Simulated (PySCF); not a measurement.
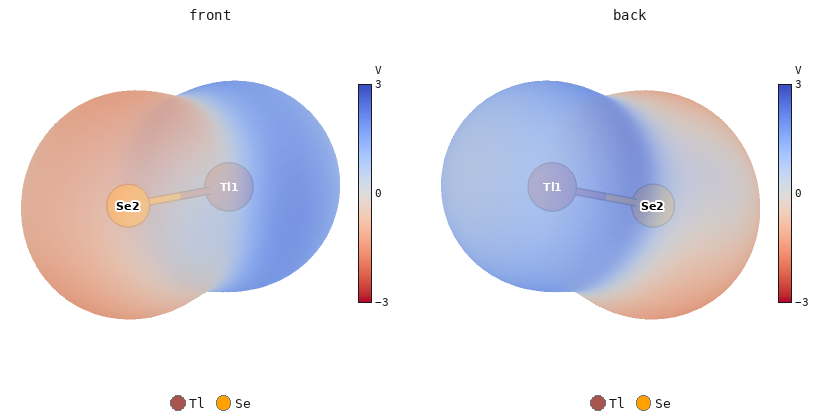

The picture shows: TlSe (doublet). The molecular electrostatic potential painted on the density surface at 0.002 e/bohr³, seen from the front and from behind; red is negative and blue positive.

Core potentials replace the inner electrons of Tl.

All numbers below come from PySCF 2.14.0, PBE0/cc-pVDZ(-PP), non-relativistic Hamiltonian with scalar-relativistic core potentials where named, at a bond length of 2.738 Å.

```xyz
2

Tl    0.0000    0.0000   -0.7681
Se    0.0000    0.0000    1.9699
```

**Describe the electrostatic potential map.**

The most negative region (about −1.3 V) lies over Se2, the most positive (about +2.0 V) over Tl1.
